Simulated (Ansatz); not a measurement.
BSiH$_{6}$OF: geometry relaxation (part 2 of 2)

The same run, continued: BSiH$_{6}$OF; RKS LDA/6-31G* (Ansatz 0.2.0). It belongs to a series of runs on one base structure; here: end point A relaxed.

Geometry of the input (Å):
```
B  -0.0699  -0.4276  -0.1561
H  -0.1370  -0.8416  0.9647
O  1.0655  -0.3993  -0.8832
H  1.8398  -0.7477  -0.4024
F  -1.1700  0.0028  -0.7592
Si 0.1120  2.4524  1.1079
H  0.9468  3.0569  2.1992
H  0.7616  2.6991  -0.2196
H  -1.2614  3.0498  1.1210
H  0.0217  0.9917  1.3226
```

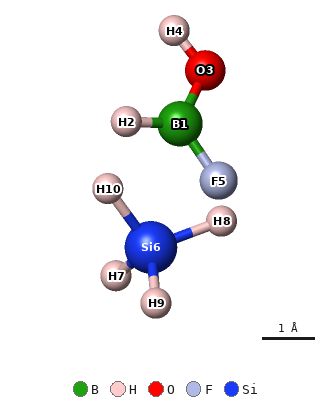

Figure 1. The geometry at step 19 of the log (ball-and-stick view, seen at an oblique angle; atoms are numbered from 1 in the order of the input).

**Trajectory as extended XYZ, continued**
```
10
Properties=species:S:1:pos:R:3:forces:R:3 step=10 energy=-13344.09127
B    -0.0606   -0.4800   -0.2318    0.3417  -0.0626   0.0075
H    -0.3221   -1.2867    0.6265   -0.0275  -0.0785   0.0369
O     1.1364   -0.4044   -0.8514   -0.0336  -0.1434   0.0643
H     1.7540   -1.0927   -0.5276   -0.0992   0.1170  -0.0275
F    -0.9826    0.3879   -0.6080   -0.1865   0.1602  -0.0881
Si    0.1121    2.5456    1.1669   -0.0583   0.0242   0.0275
H     0.7888    3.5460    2.0616   -0.0176  -0.0157  -0.0144
H     0.7315    2.5901   -0.1930    0.0060   0.0071  -0.0128
H    -1.3556    2.8533    1.0946    0.0697  -0.0144   0.0033
H     0.3071    1.1772    1.7573    0.0053   0.0062   0.0033
10
Properties=species:S:1:pos:R:3:forces:R:3 step=11 energy=-13344.09247
B    -0.0550   -0.4727   -0.2244    0.0488  -0.0610  -0.1753
H    -0.3282   -1.2828    0.6269   -0.0053  -0.0227   0.0961
O     1.1293   -0.4287   -0.8661    0.0227  -0.0432   0.0688
H     1.7431   -1.1165   -0.5381   -0.0595   0.0699  -0.0148
F    -0.9769    0.3987   -0.6116   -0.0058   0.0557   0.0273
Si    0.1143    2.5507    1.1706   -0.0597   0.0313   0.0255
H     0.7611    3.5670    2.0700   -0.0134  -0.0230  -0.0175
H     0.7445    2.6072   -0.1843    0.0025   0.0061  -0.0095
H    -1.3586    2.8262    1.0875    0.0665  -0.0123   0.0023
H     0.3354    1.1874    1.7643    0.0032  -0.0007  -0.0030
10
Properties=species:S:1:pos:R:3:forces:R:3 step=12 energy=-13344.09345
B    -0.0578   -0.4854   -0.2354   -0.1219   0.1561  -0.0256
H    -0.3283   -1.2863    0.6303   -0.0170  -0.0035  -0.0079
O     1.1301   -0.4353   -0.8652   -0.0044  -0.0022  -0.0202
H     1.7421   -1.1175   -0.5287    0.0138  -0.0096   0.0032
F    -0.9765    0.4008   -0.6149    0.1302  -0.1387   0.0519
Si    0.1142    2.5547    1.1710   -0.0090  -0.0017   0.0034
H     0.7600    3.5657    2.0743   -0.0003  -0.0002  -0.0012
H     0.7400    2.6233   -0.1860    0.0005   0.0021  -0.0001
H    -1.3559    2.8275    1.0932    0.0045  -0.0029   0.0000
H     0.3410    1.1889    1.7563    0.0036   0.0007  -0.0034
10
Properties=species:S:1:pos:R:3:forces:R:3 step=13 energy=-13344.09410
B    -0.0575   -0.4812   -0.2326    0.0046   0.0334  -0.0235
H    -0.3325   -1.2811    0.6321   -0.0076  -0.0071   0.0084
O     1.1294   -0.4406   -0.8672   -0.0132  -0.0085   0.0041
H     1.7389   -1.1264   -0.5328   -0.0021   0.0022   0.0020
F    -0.9700    0.4056   -0.6118    0.0185  -0.0208   0.0081
Si    0.1141    2.5544    1.1710   -0.0094   0.0068   0.0053
H     0.7517    3.5691    2.0765   -0.0039  -0.0058  -0.0032
H     0.7422    2.6302   -0.1847   -0.0010   0.0011  -0.0006
H    -1.3581    2.8175    1.0906    0.0134  -0.0055   0.0024
H     0.3508    1.1890    1.7537    0.0007   0.0041  -0.0031
10
Properties=species:S:1:pos:R:3:forces:R:3 step=14 energy=-13344.09427
B    -0.0571   -0.4804   -0.2326    0.0208  -0.0030  -0.0143
H    -0.3373   -1.2771    0.6338   -0.0023  -0.0002   0.0066
O     1.1289   -0.4502   -0.8694   -0.0133   0.0019   0.0043
H     1.7350   -1.1379   -0.5331    0.0010  -0.0050   0.0043
F    -0.9638    0.4106   -0.6133   -0.0055   0.0058  -0.0020
Si    0.1145    2.5570    1.1715   -0.0037   0.0014   0.0043
H     0.7428    3.5736    2.0811   -0.0032  -0.0048  -0.0037
H     0.7422    2.6431   -0.1840   -0.0029   0.0019   0.0014
H    -1.3598    2.8063    1.0921    0.0085  -0.0027   0.0020
H     0.3637    1.1914    1.7488    0.0005   0.0047  -0.0029
10
Properties=species:S:1:pos:R:3:forces:R:3 step=15 energy=-13344.09454
B    -0.0558   -0.4792   -0.2346    0.0303  -0.0424   0.0055
H    -0.3492   -1.2656    0.6380    0.0059   0.0150  -0.0053
O     1.1295   -0.4744   -0.8732   -0.0173   0.0190   0.0035
H     1.7260   -1.1668   -0.5301    0.0050  -0.0169   0.0072
F    -0.9478    0.4233   -0.6209   -0.0221   0.0253  -0.0121
Si    0.1147    2.5625    1.1729    0.0084  -0.0071  -0.0028
H     0.7238    3.5832    2.0910   -0.0012  -0.0044  -0.0021
H     0.7368    2.6762   -0.1836   -0.0082   0.0006   0.0091
H    -1.3644    2.7810    1.1004    0.0012  -0.0007   0.0019
H     0.3954    1.1962    1.7350   -0.0019   0.0117  -0.0050
10
Properties=species:S:1:pos:R:3:forces:R:3 step=16 energy=-13344.09481
B    -0.0531   -0.4774   -0.2385    0.0357  -0.0593   0.0170
H    -0.3651   -1.2477    0.6435    0.0131   0.0313  -0.0231
O     1.1331   -0.5070   -0.8756   -0.0288   0.0222   0.0150
H     1.7151   -1.2064   -0.5216   -0.0042  -0.0132   0.0039
F    -0.9249    0.4398   -0.6365   -0.0138   0.0195  -0.0136
Si    0.1139    2.5700    1.1746    0.0146  -0.0235  -0.0114
H     0.7044    3.5918    2.1035   -0.0004  -0.0049  -0.0026
H     0.7218    2.7209   -0.1860   -0.0170  -0.0013   0.0256
H    -1.3712    2.7507    1.1183    0.0074  -0.0003   0.0010
H     0.4350    1.2017    1.7131   -0.0066   0.0295  -0.0117
10
Properties=species:S:1:pos:R:3:forces:R:3 step=17 energy=-13344.09505
B    -0.0489   -0.4748   -0.2425   -0.0358  -0.0536   0.0554
H    -0.3776   -1.2298    0.6470    0.0123   0.0342  -0.0285
O     1.1375   -0.5324   -0.8737    0.0542  -0.0052  -0.0089
H     1.7056   -1.2393   -0.5102   -0.0226   0.0128  -0.0085
F    -0.9036    0.4531   -0.6540   -0.0069   0.0119  -0.0101
Si    0.1124    2.5750    1.1758    0.0072  -0.0341  -0.0178
H     0.6941    3.5952    2.1122   -0.0018  -0.0082  -0.0045
H     0.7019    2.7566   -0.1901   -0.0228  -0.0041   0.0402
H    -1.3776    2.7284    1.1387    0.0281  -0.0029   0.0009
H     0.4653    1.2045    1.6918   -0.0120   0.0492  -0.0181
10
Properties=species:S:1:pos:R:3:forces:R:3 step=18 energy=-13344.09533
B    -0.0470   -0.4729   -0.2471    0.0246  -0.0180   0.0434
H    -0.3877   -1.2118    0.6508    0.0069   0.0158  -0.0335
O     1.1444   -0.5487   -0.8699   -0.0009  -0.0227   0.0118
H     1.7008   -1.2612   -0.4986   -0.0304   0.0268  -0.0091
F    -0.8884    0.4615   -0.6718   -0.0001  -0.0027  -0.0125
Si    0.1107    2.5769    1.1764   -0.0007  -0.0298  -0.0144
H     0.6924    3.5934    2.1170   -0.0038  -0.0078  -0.0062
H     0.6812    2.7794   -0.1944   -0.0186  -0.0041   0.0376
H    -1.3816    2.7143    1.1578    0.0360  -0.0042   0.0013
H     0.4843    1.2055    1.6746   -0.0129   0.0468  -0.0184
10
Properties=species:S:1:pos:R:3:forces:R:3 step=19 energy=-13344.09461 accepted=F
B    -0.0375   -0.4606   -0.2474    0.0236  -0.0507  -0.1419
H    -0.4094   -1.1775    0.6554    0.0280   0.0410   0.0007
O     1.1567   -0.5843   -0.8635   -0.0777  -0.0207   0.1126
H     1.6911   -1.3040   -0.4714   -0.0556   0.0689  -0.0220
F    -0.8599    0.4742   -0.7138    0.0813  -0.0376   0.0567
Si    0.1075    2.5803    1.1773   -0.0231  -0.0144  -0.0264
H     0.6907    3.5875    2.1267   -0.0024  -0.0073  -0.0047
H     0.6368    2.8276   -0.2031   -0.0170  -0.0106   0.0492
H    -1.3887    2.6866    1.1991    0.0585  -0.0114  -0.0010
H     0.5218    1.2066    1.6358   -0.0155   0.0427  -0.0233
10
Properties=species:S:1:pos:R:3:forces:R:3 step=20 energy=-13344.09569
B    -0.0443   -0.4694   -0.2479    0.0207   0.0048  -0.0179
H    -0.3982   -1.1983    0.6519    0.0053   0.0089  -0.0132
O     1.1505   -0.5612   -0.8631   -0.0266  -0.0186   0.0305
H     1.6973   -1.2761   -0.4820   -0.0244   0.0263  -0.0077
F    -0.8768    0.4662   -0.6900    0.0241  -0.0214   0.0088
Si    0.1099    2.5782    1.1755   -0.0084  -0.0167  -0.0123
H     0.6947    3.5872    2.1216   -0.0017  -0.0040  -0.0025
H     0.6596    2.8028   -0.1991   -0.0096  -0.0019   0.0220
H    -1.3832    2.7025    1.1774    0.0249  -0.0026   0.0005
H     0.4995    1.2046    1.6507   -0.0044   0.0252  -0.0084
10
Properties=species:S:1:pos:R:3:forces:R:3 step=21 energy=-13344.09587
B    -0.0437   -0.4671   -0.2497    0.0024   0.0236  -0.0389
H    -0.4084   -1.1886    0.6510    0.0023   0.0046  -0.0033
O     1.1543   -0.5706   -0.8566   -0.0226  -0.0172   0.0303
H     1.6932   -1.2864   -0.4667   -0.0177   0.0225  -0.0080
F    -0.8677    0.4706   -0.7045    0.0349  -0.0334   0.0211
Si    0.1099    2.5785    1.1743   -0.0071  -0.0062  -0.0093
H     0.6943    3.5832    2.1249    0.0000   0.0003   0.0003
H     0.6435    2.8226   -0.2028   -0.0060  -0.0024   0.0144
H    -1.3837    2.6890    1.1923    0.0164  -0.0039  -0.0005
H     0.5172    1.2052    1.6326   -0.0026   0.0121  -0.0062
10
Properties=species:S:1:pos:R:3:forces:R:3 step=22 energy=-13344.09606
B    -0.0431   -0.4646   -0.2524   -0.0216   0.0417  -0.0410
H    -0.4250   -1.1769    0.6483   -0.0002   0.0027   0.0001
O     1.1590   -0.5853   -0.8468   -0.0050  -0.0213   0.0253
H     1.6854   -1.3044   -0.4459   -0.0132   0.0208  -0.0115
F    -0.8519    0.4804   -0.7207    0.0387  -0.0446   0.0270
Si    0.1105    2.5805    1.1727   -0.0065  -0.0087  -0.0136
H     0.6903    3.5806    2.1306    0.0008   0.0019   0.0019
H     0.6214    2.8537   -0.2075   -0.0059  -0.0023   0.0160
H    -1.3842    2.6648    1.2119    0.0142  -0.0026  -0.0009
H     0.5464    1.2075    1.6048   -0.0013   0.0123  -0.0032
10
Properties=species:S:1:pos:R:3:forces:R:3 step=23 energy=-13344.09624
B    -0.0437   -0.4625   -0.2575   -0.0270   0.0417  -0.0395
H    -0.4476   -1.1631    0.6431    0.0017   0.0066  -0.0031
O     1.1637   -0.6055   -0.8360   -0.0021  -0.0243   0.0287
H     1.6740   -1.3289   -0.4220   -0.0125   0.0221  -0.0158
F    -0.8325    0.4912   -0.7421    0.0402  -0.0466   0.0310
Si    0.1123    2.5839    1.1719   -0.0036  -0.0120  -0.0129
H     0.6806    3.5828    2.1380   -0.0002   0.0020   0.0010
H     0.5961    2.8930   -0.2110   -0.0090  -0.0065   0.0229
H    -1.3838    2.6299    1.2342    0.0208  -0.0039  -0.0026
H     0.5899    1.2156    1.5764   -0.0083   0.0208  -0.0098
10
Properties=species:S:1:pos:R:3:forces:R:3 step=24 energy=-13344.09636
B    -0.0428   -0.4621   -0.2596   -0.0032   0.0371  -0.0277
H    -0.4597   -1.1564    0.6404    0.0035   0.0075  -0.0114
O     1.1666   -0.6199   -0.8309   -0.0198  -0.0252   0.0342
H     1.6658   -1.3491   -0.4134   -0.0152   0.0248  -0.0172
F    -0.8171    0.5012   -0.7481    0.0336  -0.0455   0.0209
Si    0.1128    2.5880    1.1719   -0.0058  -0.0210  -0.0163
H     0.6721    3.5866    2.1438   -0.0008  -0.0014  -0.0004
H     0.5815    2.9169   -0.2116   -0.0082  -0.0035   0.0241
H    -1.3835    2.6089    1.2445    0.0226  -0.0003  -0.0014
H     0.6135    1.2224    1.5580   -0.0067   0.0277  -0.0047
10
Properties=species:S:1:pos:R:3:forces:R:3 step=25 energy=-13344.09639
B    -0.0405   -0.4595   -0.2614    0.0019  -0.0253  -0.0553
H    -0.4777   -1.1458    0.6359    0.0168   0.0272  -0.0054
O     1.1683   -0.6447   -0.8270   -0.0326  -0.0080   0.0552
H     1.6520   -1.3804   -0.4025   -0.0201   0.0286  -0.0185
F    -0.7960    0.5123   -0.7610    0.0344  -0.0226   0.0245
Si    0.1139    2.5940    1.1727   -0.0069  -0.0197  -0.0102
H     0.6553    3.5951    2.1525   -0.0016  -0.0060  -0.0024
H     0.5623    2.9531   -0.2101   -0.0087  -0.0056   0.0227
H    -1.3820    2.5756    1.2583    0.0279  -0.0001  -0.0026
H     0.6535    1.2369    1.5375   -0.0110   0.0313  -0.0080
10
Properties=species:S:1:pos:R:3:forces:R:3 step=26 energy=-13344.09649
B    -0.0424   -0.4634   -0.2684    0.0545   0.0150   0.0014
H    -0.4884   -1.1359    0.6351    0.0062   0.0100  -0.0303
O     1.1697   -0.6611   -0.8234   -0.0625  -0.0187   0.0407
H     1.6423   -1.4019   -0.3952   -0.0206   0.0288  -0.0163
F    -0.7814    0.5196   -0.7703    0.0235  -0.0350   0.0058
Si    0.1146    2.5981    1.1732   -0.0009  -0.0188   0.0022
H     0.6431    3.6007    2.1588   -0.0035  -0.0051  -0.0039
H     0.5495    2.9786   -0.2080   -0.0097  -0.0086   0.0193
H    -1.3804    2.5527    1.2674    0.0306  -0.0015  -0.0048
H     0.6825    1.2490    1.5256   -0.0175   0.0340  -0.0142
10
Properties=species:S:1:pos:R:3:forces:R:3 step=27 energy=-13344.09666
B    -0.0409   -0.4619   -0.2656    0.0257   0.0087  -0.0096
H    -0.4833   -1.1371    0.6370    0.0045   0.0080  -0.0148
O     1.1688   -0.6570   -0.8249   -0.0357  -0.0117   0.0286
H     1.6445   -1.3963   -0.3984   -0.0116   0.0179  -0.0110
F    -0.7845    0.5179   -0.7665    0.0170  -0.0234   0.0066
Si    0.1140    2.5970    1.1731   -0.0030  -0.0163  -0.0039
H     0.6470    3.5976    2.1580   -0.0020  -0.0029  -0.0026
H     0.5526    2.9709   -0.2083   -0.0050  -0.0029   0.0141
H    -1.3808    2.5603    1.2635    0.0189   0.0003  -0.0012
H     0.6714    1.2451    1.5271   -0.0087   0.0223  -0.0062
10
Properties=species:S:1:pos:R:3:forces:R:3 step=28 energy=-13344.09676
B    -0.0396   -0.4612   -0.2650    0.0056   0.0028  -0.0101
H    -0.4834   -1.1336    0.6383    0.0015   0.0041  -0.0030
O     1.1681   -0.6612   -0.8252   -0.0129  -0.0040   0.0127
H     1.6421   -1.4007   -0.3979   -0.0024   0.0059  -0.0044
F    -0.7812    0.5185   -0.7684    0.0077  -0.0090   0.0044
Si    0.1138    2.5977    1.1732   -0.0023  -0.0080  -0.0031
H     0.6447    3.5972    2.1600   -0.0007  -0.0012  -0.0010
H     0.5501    2.9758   -0.2073   -0.0016  -0.0002   0.0061
H    -1.3801    2.5567    1.2641    0.0076   0.0002   0.0002
H     0.6746    1.2470    1.5231   -0.0026   0.0095  -0.0019
```

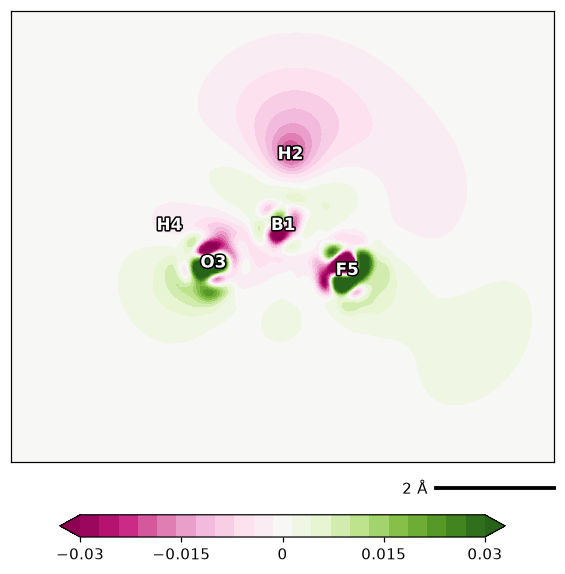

Figure 2. The LUMO on the plane of atoms B1, O3 and H4 (values in Å⁻³ᐟ²; the overall sign is arbitrary). By Hirshfeld shares it lies mainly on B1 (45 %), O3 (15 %), Si6 (10 %) and F5 (10 %). Its energy is −0.55 eV.

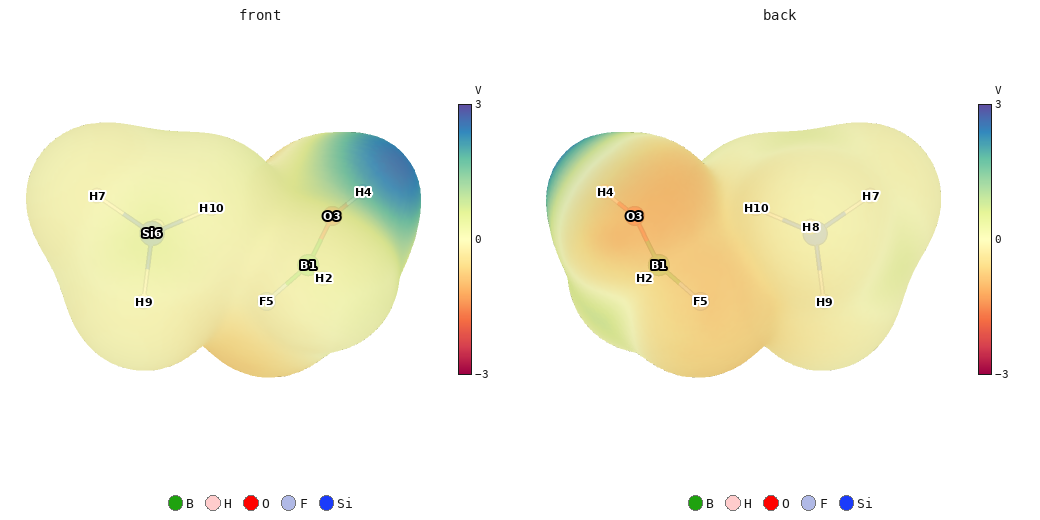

Figure 3. The molecular electrostatic potential painted on the density surface at 0.001 e/bohr³, seen at a tilt and from behind; red is negative and blue positive.

**Summary**

```tsv
quantity	value
outcome	converged
total energy	−13344.0968 eV
mean-field energy	−13344.0968 eV
largest force (length of the vector) at the end	0.019 eV/Å
wall time	44 s
peak memory	0.14 GiB
```
